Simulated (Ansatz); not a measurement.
# BClF2 (chlorodifluoroborane): a chain of runs

Aim: a geometry optimisation (singlet BClF2, HSE06-D3(BJ)/def2-mTZVP), then the harmonic vibrations (singlet BClF2, HSE06-D3(BJ)/def2-mTZVP), then a single-point energy (singlet BClF2, r2SCAN0/cc-pVTZ), then a single-point energy (doublet [BClF2]+, U-r2SCAN0/cc-pVTZ), then a geometry optimisation (doublet [BClF2]+, UHSE06-D3(BJ)/def2-mTZVP) of BClF2. 

Program for the calculation: Ansatz 0.2.0.

1 further run of the same task is left out (set aside as unsound or not needed).

### 1 The system as given

BClF2 has 4 atoms, charge 0, and is taken as a singlet. SMILES: `FB(F)Cl`. All atoms were displaced at random from a relaxed shape. The run starts from this shape.

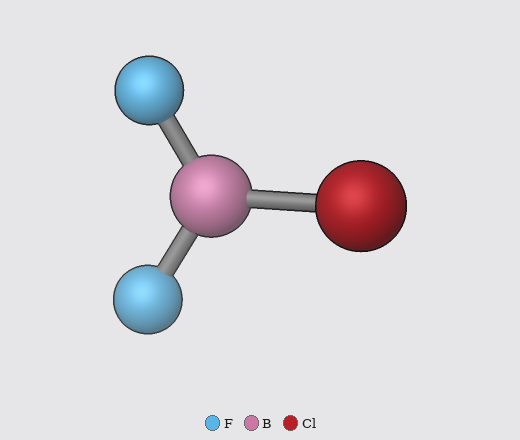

The structure, seen from a chosen angle (fluorine blue, boron pink, chlorine red).

### 2 A structure relaxation at HSE06-D3(BJ)/def2-mTZVP (run 1)

run.yaml

```yaml
crystal:
  periodic: [false, false, false]
  atoms:
    - {symbol: F, position_ang: [-0.223052, -1.190151, -0.489327]}
    - {symbol: B, position_ang: [-0.061978, 0.038648, -0.080221]}
    - {symbol: F, position_ang: [-1.030040, 0.879704, -0.256636]}
    - {symbol: Cl, position_ang: [1.196438, 0.412156, 0.954278]}
basis:
  gaussian:
    orbitals: def2-mTZVP
hamiltonian:
  xc: {name: HSE06}
  dispersion: d3bj
relax: {}
```

The run is started by

```console
$ ansatz run run.yaml --threads 1 --pin off --max-ram 2610MiB --events-out events.jsonl --progress --plain --runs-dir runs
```

Output:

```text
Warning: RAYON_NUM_THREADS=1 ignored (pool sized by the plan → 1); use --threads N
[... 7 lines left out ...]
689 factors; their error is unknown
[... 10 lines left out ...]
689 factors; their error is unknown
[... 7 lines left out ...]
689 factors; their error is unknown
[... 6 lines left out ...]
689 factors; their error is unknown
[... 7 lines left out ...]
689 factors; their error is unknown
[... 5 lines left out ...]
689 factors; their error is unknown
[... 4 lines left out ...]
Total energy: -18629.18621635 eV, -684.6099661348 hartree
[... 4 lines left out ...]
Dipole moment:     0.032089     0.009932     0.023529 e Å
```

It took 6.6 s on 1 thread of Intel Xeon 6975P-C (Granite Rapids), shared host; peak memory 0.16 GiB.

Step by step:

```tsv
step	energy from the first frame kept (eV)	largest force (eV/Å)
1	0.0000	2.4207
2	0.0190	2.5720
3	-0.1623	0.1139
4	-0.1632	0.0181
5	-0.1633	0.0007
```

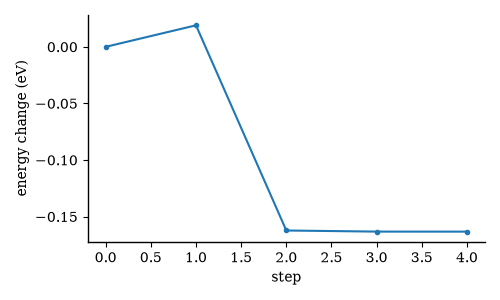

Energy along the run.

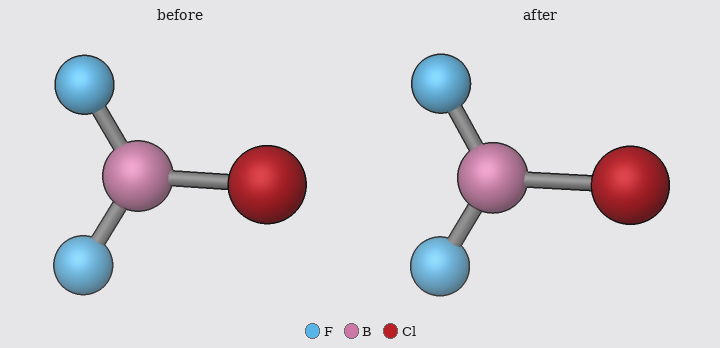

Before and after, at one scale.

After the run. Bond lengths: F1–B2 1.311 Å, B2–F3 1.311 Å, B2–Cl4 1.746 Å. Angles: F1–B2–F3 119.2°, F1–B2–Cl4 120.4°, F3–B2–Cl4 120.4°.

### 3 Vibrational wavenumbers at HSE06-D3(BJ)/def2-mTZVP (run 2)

run.yaml

```yaml
crystal:
  periodic: [false, false, false]
  atoms:
    - {symbol: F, position_ang: [-0.221484, -1.198406, -0.525416]}
    - {symbol: B, position_ang: [-0.111558, 0.009765, -0.028021]}
    - {symbol: F, position_ang: [-1.040404, 0.896669, -0.292212]}
    - {symbol: Cl, position_ang: [1.254814, 0.432329, 0.973743]}
basis:
  gaussian: {orbitals: def2-mTZVP}
total_charge: 0
hamiltonian: {xc: hse06, dispersion: d3bj}
phonons: {temperatures: {t_min: 200, t_max: 1000, t_step: 200}}
```

The run is started by

```console
$ ansatz run run.yaml --threads 1 --pin off --max-ram 2610MiB --events-out events.jsonl --progress --plain --runs-dir runs
```

Output:

```text
Warning: RAYON_NUM_THREADS=1 ignored (pool sized by the plan → 1); use --threads N
[... 6 lines left out ...]
689 factors; their error is unknown
[... 22 lines left out ...]
689 factors; their error is unknown
[... 18 lines left out ...]
689 factors; their error is unknown
[... 18 lines left out ...]
689 factors; their error is unknown
[... 11 lines left out ...]
689 factors; their error is unknown
[... 5 lines left out ...]
689 factors; their error is unknown
[... 6 lines left out ...]
689 factors; their error is unknown
[... 5 lines left out ...]
689 factors; their error is unknown
[... 5 lines left out ...]
689 factors; their error is unknown
[... 5 lines left out ...]
689 factors; their error is unknown
[... 9 lines left out ...]
Dipole moment:     0.032089     0.009931     0.023528 e Å
Vibrations: 344.63 425.28 597.90 701.36 1265.86 1475.42 cm⁻¹, zero-point energy 0.298210 eV
```

Run time: 15 s. Hardware: 1 thread of Intel Xeon 6975P-C (Granite Rapids), shared host; peak memory 0.16 GiB.

### 4 A single-point energy at r2SCAN0/cc-pVTZ (run 3)

molecule.yaml

```yaml
crystal:
  periodic: [false, false, false]
  atoms:
    - {symbol: F, position_ang: [-0.221484, -1.198406, -0.525416]}
    - {symbol: B, position_ang: [-0.111558, 0.009765, -0.028021]}
    - {symbol: F, position_ang: [-1.040404, 0.896669, -0.292212]}
    - {symbol: Cl, position_ang: [1.254814, 0.432329, 0.973743]}
basis:
  gaussian:
    orbitals: cc-pVTZ
output: {orbitals: {seedname: orbitals}}
hamiltonian:
  xc: {name: r2SCAN0}
```

The run is started by

```console
$ ansatz run molecule.yaml --threads 1 --pin off --max-ram 2610MiB --events-out events.jsonl --progress --plain --runs-dir runs
```

Output:

```text
Warning: RAYON_NUM_THREADS=1 ignored (pool sized by the plan → 1); use --threads N
Functional definition: r2SCAN0
  name "r2SCAN0"
  parameter a = 0.25
  parameter k0 = 0.174
  parameter k1 = 0.065
  parameter a1 = 4.9479
  exchange = (1 - a)*r2scan_x(k0 = k0, k1 = k1, a1 = a1) + a*exact_x
  correlation = r2scan_c
803 factors; their error is unknown
mean field evaluation 1: about -18634.0360 eV, gradient 3.6e1 eV
mean field evaluation 2: about -18633.0046 eV, gradient 4.7e1 eV
mean field evaluation 4: about -18635.6912 eV, gradient 5.3e-1 eV
mean field evaluation 8: about -18635.7699 eV, gradient 5.8e-3 eV
mean field -18635.76987544 eV, -684.8519111439 hartree, gradient 7.3e-5 eV, S^2 0.000000; 0 other end points of the search recorded, 0 dependent functions left out
reference -18635.76988187 eV, -684.8519113804 hartree; 20, 20 occupied and 104, 104 virtual orbitals, 803 factors
Total energy: -18635.76988187 eV, -684.8519113804 hartree
```

Wall time 2.1 s (1 thread of Intel Xeon 6975P-C (Granite Rapids), shared host); peak memory 0.22 GiB.

### 5 The doublet cation: the energy at U-r2SCAN0/cc-pVTZ (run 4)

Changes to run.yaml since step 3:

```diff
@@ -8,5 +8,9 @@
 basis:
-  gaussian: {orbitals: def2-mTZVP}
-total_charge: 0
-hamiltonian: {xc: hse06, dispersion: d3bj}
-phonons: {temperatures: {t_min: 200, t_max: 1000, t_step: 200}}
+  gaussian:
+    orbitals: cc-pVTZ
+total_charge: 1
+magnetization:
+  spin_polarized: true
+  initial_magnetization: 1
+hamiltonian:
+  xc: {name: r2SCAN0}
```

The run is started by

```console
$ ansatz run run.yaml --threads 1 --pin off --max-ram 2610MiB --events-out events.jsonl --progress --plain --runs-dir runs
```

Output (excerpt; [...] marks lines left out):

```text
Warning: RAYON_NUM_THREADS=1 ignored (pool sized by the plan → 1); use --threads N
[... 8 set-up lines as earlier in the session ...]
803 factors; their error is unknown
mean field evaluation 1: about -18614.1263 eV, gradient 5.5e1 eV
mean field evaluation 2: about -18583.6989 eV, gradient 1.1e2 eV
mean field evaluation 4: about -18622.8344 eV, gradient 2.2e0 eV
mean field evaluation 8: about -18622.9334 eV, gradient 2.3e-1 eV
mean field evaluation 16: about -18622.9335 eV, gradient 5.6e-5 eV
mean field -18622.93347889 eV, -684.3801822716 hartree, gradient 4.9e-6 eV, S^2 0.756634; 1 other end points of the search recorded, 0 dependent functions left out
reference -18622.93348545 eV, -684.3801825127 hartree; 20, 19 occupied and 104, 105 virtual orbitals, 803 factors
Total energy: -18622.93348545 eV, -684.3801825127 hartree
```

Wall time 9.6 s (1 thread of Intel Xeon 6975P-C (Granite Rapids), shared host); peak memory 0.41 GiB.

### 6 The doublet cation: a structure relaxation at UHSE06-D3(BJ)/def2-mTZVP (run 5)

in.yaml

```yaml
basis:
  gaussian:
    orbitals: def2-mTZVP
crystal:
  periodic: [false, false, false]
  atoms:
    - {symbol: F, position_ang: [-0.221484, -1.198406, -0.525416]}
    - {symbol: B, position_ang: [-0.111558, 0.009765, -0.028021]}
    - {symbol: F, position_ang: [-1.040404, 0.896669, -0.292212]}
    - {symbol: Cl, position_ang: [1.254814, 0.432329, 0.973743]}
total_charge: 1
magnetization:
  spin_polarized: true
  initial_magnetization: 1
hamiltonian:
  xc: hse06
  dispersion: d3bj
relax: {}
```

The run is started by

```console
$ ansatz run in.yaml --threads 1 --pin off --max-ram 2610MiB --events-out events.jsonl --progress --plain --runs-dir runs
```

Output:

```text
Warning: RAYON_NUM_THREADS=1 ignored (pool sized by the plan → 1); use --threads N
The last accepted step is kept in runs//last_step.txt (removed where the run ends without a failure and the disk answers)
[... 52 lines left out ...]
Total energy: -18616.70507445 eV, -684.1512926301 hartree
[... 4 lines left out ...]
Dipole moment:     0.395343     0.122269     0.289824 e Å
```

It took 14 s on 1 thread of Intel Xeon 6975P-C (Granite Rapids), shared host; peak memory 0.21 GiB.

Step by step:

```tsv
step	energy from the first frame kept (eV)	largest force (eV/Å)
1	0.0000	4.6431
2	-0.1561	3.2259
3	-0.3336	0.7333
4	-0.3453	0.0560
5	-0.3455	0.0115
```

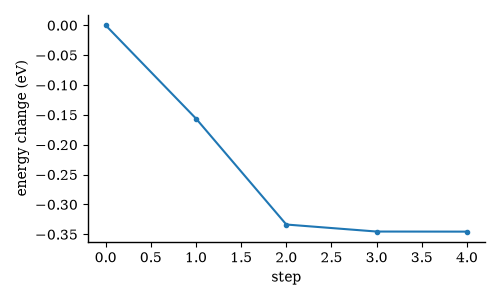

Energy along the run.

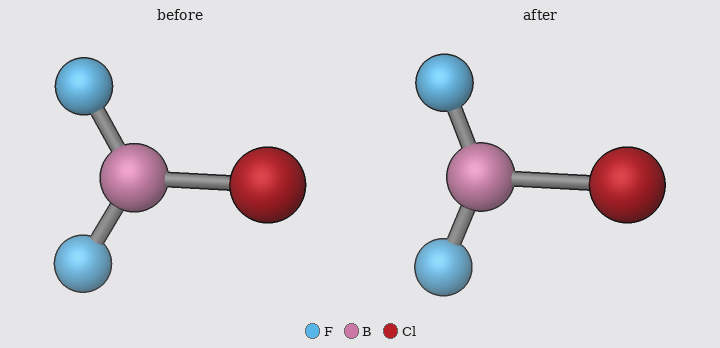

Before and after, at one scale.

After the run. Bond lengths: F1–B2 1.271 Å, B2–F3 1.271 Å, B2–Cl4 1.914 Å. Angles: F1–B2–F3 135.3°, F1–B2–Cl4 112.3°, F3–B2–Cl4 112.3°.

### 7 Outcome

| quantity | value |
| --- | --- |
| run 1, HSE06-D3(BJ)/def2-mTZVP: total energy at the end | -684.60997 Eh |
| run 1, HSE06-D3(BJ)/def2-mTZVP: dipole moment | 0.20 D |
| run 1, HSE06-D3(BJ)/def2-mTZVP: dispersion energy | -3.31 kJ/mol |
| run 2, HSE06-D3(BJ)/def2-mTZVP: largest force on an atom | 0.001 eV/Å |
| run 2, HSE06-D3(BJ)/def2-mTZVP: lowest harmonic wavenumber | 345 cm⁻¹ |
| run 2, HSE06-D3(BJ)/def2-mTZVP: highest harmonic wavenumber | 1475 cm⁻¹ |
| run 2, HSE06-D3(BJ)/def2-mTZVP: zero-point energy | 28.8 kJ/mol |
| run 3, r2SCAN0/cc-pVTZ: total energy | -684.85191 Eh |
| run 3, r2SCAN0/cc-pVTZ: HOMO energy | -10.14 eV |
| run 3, r2SCAN0/cc-pVTZ: LUMO energy | 0.14 eV |
| run 3, r2SCAN0/cc-pVTZ: HOMO–LUMO gap | 10.28 eV |
| doublet cation, run 4: total energy | -684.38018 Eh |
| doublet cation, run 4: ⟨S²⟩ | 0.757 |
| doublet cation, run 5: total energy at the end | -684.15129 Eh |
| doublet cation, run 5: dispersion energy | -3.31 kJ/mol |
| doublet cation, run 5: ⟨S²⟩ | 0.753 |
| vertical ionisation energy (to the doublet cation), r2SCAN0/cc-pVTZ | 12.836 eV |
| adiabatic ionisation energy (to the doublet cation, no zero-point term), HSE06-D3(BJ)/def2-mTZVP | 12.481 eV |

What this shows: At r2SCAN0/cc-pVTZ: the vertical ionisation energy comes to 12.84 eV (1239 kJ/mol). The negative HOMO energy of the first species, 10.14 eV, lies 2.69 eV below that difference. At HSE06-D3(BJ)/def2-mTZVP: the adiabatic ionisation energy (to the doublet cation, no zero-point term) is 12.48 eV (288 kcal/mol). The optimisation (run 1, HSE06-D3(BJ)/def2-mTZVP) took 4 steps and changed the energy by -0.163 eV. All 6 modes (run 2, HSE06-D3(BJ)/def2-mTZVP) are real, so the shape is a minimum at this level. The optimisation (doublet cation, run 5) took 4 steps and changed the energy by -0.345 eV.
